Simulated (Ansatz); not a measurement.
# One shape, several levels: doublet GaSiH7O+

Wanted: a comparison of 6 runs (U-wB97M-V/6-31G*, UB2PLYP/6-31G*, UBHLYP/6-31G*, UCAM-B3LYP/6-31G*, UHSE06/6-31G*, UPBE/6-31G*) of doublet GaSiH7O+. 

Program for the calculation: Ansatz 0.2.0.

67 further runs of the same task are left out: 1 that didn't finish, 66 set aside as unsound or not needed.

**1. The system as given**

The species is GaSiH7O+ (10 atoms), meant as a doublet with charge +1. As SMILES of the parent species, `[SiH3][OH+][GaH3-]`. Geometry: relaxed at PBE0-D4/def2-TZVP. That shape belongs to the parent species and isn't relaxed for this state.

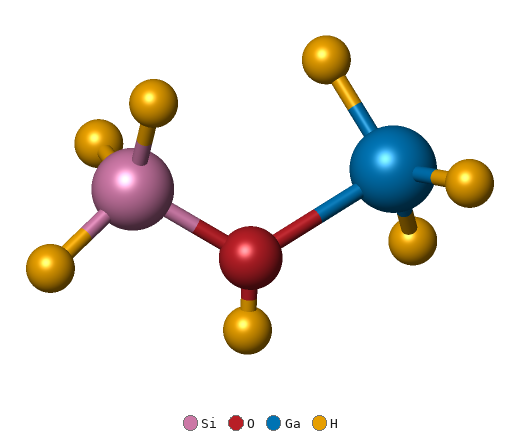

Viewed from a chosen angle; silicon pink, oxygen red, gallium blue, hydrogen amber.

**2. A single-point energy at U-wB97M-V/6-31G(d) (spherical functions) (run 1)**

molecule.yaml

```yaml
crystal:
  periodic: [false, false, false]
  atoms:
    - {symbol: Si, position_ang: [-0.484700, 0.680100, -1.289300]}
    - {symbol: O, position_ang: [-0.772200, -0.233700, 0.097500]}
    - {symbol: Ga, position_ang: [0.882100, -0.551000, 1.475200]}
    - {symbol: H, position_ang: [-1.767100, 0.740000, -2.035000]}
    - {symbol: H, position_ang: [0.556000, 0.040700, -2.124900]}
    - {symbol: H, position_ang: [-0.069600, 2.013200, -0.814500]}
    - {symbol: H, position_ang: [-1.323900, -1.014800, 0.010100]}
    - {symbol: H, position_ang: [0.306600, 0.146600, 2.760300]}
    - {symbol: H, position_ang: [1.885600, 0.253500, 0.552600]}
    - {symbol: H, position_ang: [0.870300, -2.125600, 1.370900]}
basis:
  gaussian:
    orbitals: 6-31G_st_-spherical.json
magnetization:
  spin_polarized: true
  initial_magnetization: 1
total_charge: 1
output: {orbitals: {seedname: orbitals}}
hamiltonian:
  xc: {name: wB97M-V}
accuracy: high
```

The basis set 6-31G* is read from a file made from the Basis Set Exchange's data (not shown).

On the command line:

```
$ ansatz run molecule.yaml --threads 1 --pin off --max-ram 3480MiB --events-out events.jsonl --progress --plain --runs-dir runs
```

The log of the run:

```text
Warning: RAYON_NUM_THREADS=1 ignored (pool sized by the plan → 1); use --threads N
Functional definition: wB97M-V
  name "wB97M-V"
  parameter omega = 0.3/bohr
  parameter cx = 0.15
  parameter cx01 = 1.007
  parameter cx10 = 0.259
  parameter css00 = 0.443
  parameter css04 = -1.437
  parameter css10 = -4.535
  parameter css20 = -3.390
  parameter css43 = 4.278
  parameter cos00 = 1.000
  parameter cos10 = 1.358
  parameter cos20 = 2.924
  parameter cos21 = -8.812
  parameter cos60 = -1.390
  parameter cos61 = 9.142
  parameter b = 6.0
  parameter c = 0.01
  gx(w, u) = 1 - cx + cx01*u + cx10*w
  gss(w, u) = css00 + css04*u^4 + css10*w + css20*w^2 + css43*w^4*u^3
  gos(w, u) = cos00 + cos10*w + (cos20 + cos21*u)*w^2 + (cos60 + cos61*u)*w^6
  exchange = spin_sum(e_x_unif_sr(omega)*gx(b97_w, b97_u_x)) + cx*exact_x_sr(omega) + exact_x_lr(omega)
  correlation = spin_sum(e_c_pw_mod_same_spin*gss(b97_w, b97_u_same))
      + integral(e_c_pw_mod_opposite_spin*gos(b97_w_opposite, b97_u_opposite)) + vv10(b, c)
1779 factors; integrals over basis functions are off by at most 4.7e-9 eV
406 factors; integrals over basis functions are off by at most 2.3e-9 eV
mean field evaluation 1: about -62385.4928 eV, gradient 4.7e1 eV
mean field evaluation 2: about -62369.2587 eV, gradient 7.5e1 eV
mean field evaluation 4: about -62393.6287 eV, gradient 1.8e0 eV
mean field evaluation 8: about -62393.7643 eV, gradient 3.6e-1 eV
mean field evaluation 16: about -62393.7834 eV, gradient 1.3e-1 eV
mean field evaluation 32: about -62393.7294 eV, gradient 2.4e-1 eV
mean field -62393.80135922 eV, -2292.9299079138 hartree, gradient 1.8e-8 eV, S^2 0.760360; 2 other end points of the search recorded, 0 dependent functions left out
reference -62393.80136630 eV, -2292.9299081740 hartree; 30, 29 occupied and 48, 49 virtual orbitals, 1779 factors
Total energy: -62393.80136630 eV, -2292.9299081740 hartree
```

It took 4.7 min on 1 thread of Arm Neoverse V1, shared host; peak memory 1.2 GiB.

**3. The energy at UB2PLYP/6-31G(d) (spherical functions) (run 2)**

run.yaml

```yaml
crystal:
  periodic: [false, false, false]
  atoms:
    - {symbol: Si, position_ang: [-0.484700, 0.680100, -1.289300]}
    - {symbol: O, position_ang: [-0.772200, -0.233700, 0.097500]}
    - {symbol: Ga, position_ang: [0.882100, -0.551000, 1.475200]}
    - {symbol: H, position_ang: [-1.767100, 0.740000, -2.035000]}
    - {symbol: H, position_ang: [0.556000, 0.040700, -2.124900]}
    - {symbol: H, position_ang: [-0.069600, 2.013200, -0.814500]}
    - {symbol: H, position_ang: [-1.323900, -1.014800, 0.010100]}
    - {symbol: H, position_ang: [0.306600, 0.146600, 2.760300]}
    - {symbol: H, position_ang: [1.885600, 0.253500, 0.552600]}
    - {symbol: H, position_ang: [0.870300, -2.125600, 1.370900]}
basis:
  gaussian:
    orbitals: 6-31G_st_-spherical.json
total_charge: 1
magnetization:
  spin_polarized: true
  initial_magnetization: 1
hamiltonian:
  xc: {name: B2PLYP}
correlation:
  frozen_orbitals: {Ga: 9, H: 0, O: 1, Si: 5}
accuracy: high
output: {orbitals: {seedname: orbitals}}
```

The basis set 6-31G* is read from a file made from the Basis Set Exchange's data (not shown).

On the command line:

```
$ ansatz run run.yaml --threads 1 --pin off --max-ram 3480MiB --events-out events.jsonl --progress --plain --runs-dir runs
```

The log of the run, shortened:

```text
Warning: RAYON_NUM_THREADS=1 ignored (pool sized by the plan → 1); use --threads N
Functional definition: B2PLYP
  name "B2PLYP"
[...]
1779 factors; integrals over basis functions are off by at most 4.7e-9 eV
[...]
mean field -62378.19331441 eV, -2292.3563228464 hartree, gradient 1.7e-8 eV, S^2 0.780613; 3 other end points of the search recorded, 0 dependent functions left out
15 core orbitals not correlated: weight in the atoms' cores, before any rotation towards them, 1.000 or more for the frozen orbitals, at most 0.000 for the correlated occupied ones
reference -62378.19334470 eV, -2292.3563239596 hartree; 15, 14 occupied and 48, 49 virtual orbitals, 1779 factors
second order -16.58706647 eV of doubles, -0.00000000 eV of singles
Total energy: -62382.67185264 eV, -2292.5209060910 hartree
```

Wall time 55 s (1 thread of Arm Neoverse V1, shared host); peak memory 0.52 GiB.

Runs 3 to 5 aren't shown in full; the table further down has their settings and results.

**4. The energy at UPBE/6-31G(d) (spherical functions) (run 6)**

input.yaml

```yaml
crystal:
  periodic: [false, false, false]
  atoms:
    - symbol: Si
      position_ang: [-0.484700, 0.680100, -1.289300]
    - symbol: O
      position_ang: [-0.772200, -0.233700, 0.097500]
    - symbol: Ga
      position_ang: [0.882100, -0.551000, 1.475200]
    - symbol: H
      position_ang: [-1.767100, 0.740000, -2.035000]
    - symbol: H
      position_ang: [0.556000, 0.040700, -2.124900]
    - symbol: H
      position_ang: [-0.069600, 2.013200, -0.814500]
    - symbol: H
      position_ang: [-1.323900, -1.014800, 0.010100]
    - symbol: H
      position_ang: [0.306600, 0.146600, 2.760300]
    - symbol: H
      position_ang: [1.885600, 0.253500, 0.552600]
    - symbol: H
      position_ang: [0.870300, -2.125600, 1.370900]
basis:
  gaussian: {orbitals: 6-31G_st_-spherical.json}
total_charge: 1
magnetization: {spin_polarized: true, initial_magnetization: 1}
hamiltonian: {xc: {name: PBE}}
accuracy: high
output: {orbitals: {seedname: orbitals}}
```

The basis set 6-31G* is read from a file made from the Basis Set Exchange's data (not shown).

On the command line:

```
$ ansatz run input.yaml --threads 1 --pin off --max-ram 3480MiB --events-out events.jsonl --progress --plain --runs-dir runs
```

The log of the run:

```text
Warning: RAYON_NUM_THREADS=1 ignored (pool sized by the plan → 1); use --threads N
Functional definition: PBE
  name "PBE"
  parameter kappa = 0.804
  parameter beta = 0.06672455060314922
  exchange = pbe_x(kappa = kappa, mu = beta*pi^2/3)
  correlation = pbe_c(beta = beta)
1779 factors; integrals over basis functions are off by at most 4.7e-9 eV
mean field evaluation 1: about -62370.2815 eV, gradient 6.1e1 eV
mean field evaluation 2: about -62239.3054 eV, gradient 1.4e2 eV
mean field evaluation 4: about -62381.2039 eV, gradient 1.8e1 eV
mean field evaluation 8: about -62383.6418 eV, gradient 5.4e0 eV
mean field evaluation 16: about -62384.0746 eV, gradient 3.0e-1 eV
mean field evaluation 32: about -62383.9948 eV, gradient 4.4e-1 eV
mean field evaluation 64: about -62383.9286 eV, gradient 8.2e-1 eV
mean field -62384.08566195 eV, -2292.5728626248 hartree, gradient 1.4e-8 eV, S^2 0.754288; 7 other end points of the search recorded, 0 dependent functions left out
reference -62384.08566730 eV, -2292.5728628214 hartree; 30, 29 occupied and 48, 49 virtual orbitals, 1779 factors
Total energy: -62384.08566730 eV, -2292.5728628214 hartree
```

It took 35 s on 1 thread of Arm Neoverse V1, shared host; peak memory 0.28 GiB.

**5. All runs side by side**

| run | level | frozen core orbitals | energy (Eh) | HOMO energy (eV) | LUMO energy (eV) | ⟨S²⟩ | wall time |
| --- | --- | --- | --- | --- | --- | --- | --- |
| 1 | U-wB97M-V/6-31G* (spherical functions) | – | -2292.929908 | -15.95 | -10.57 | 0.760 | 4.7 min |
| 2 | UB2PLYP/6-31G* (spherical functions) | 15 | -2292.520906 | -14.84 | -11.17 | 0.781 | 55 s |
| 3 | UBHLYP/6-31G* (spherical functions) | – | -2293.033641 | -14.91 | -11.56 | 0.776 | 44 s |
| 4 | UCAM-B3LYP/6-31G* (spherical functions) | – | -2293.196184 | -15.11 | -11.36 | 0.764 | 40 s |
| 5 | UHSE06/6-31G* (spherical functions) | – | -2292.628698 | -13.40 | -12.65 | 0.760 | 53 s |
| 6 | UPBE/6-31G* (spherical functions) | – | -2292.572863 | -12.59 | – | 0.754 | 35 s |

**6. What came out**

| quantity | value |
| --- | --- |
| run 6: total energy | -2292.57286 Eh |
| run 6: HOMO energy (highest over α and β) | -12.59 eV |
| run 6: ⟨S²⟩ | 0.754 |

What this shows: Totals of different functionals can't be ranked against each other. All runs together took 8.4 min, the longest 4.7 min.
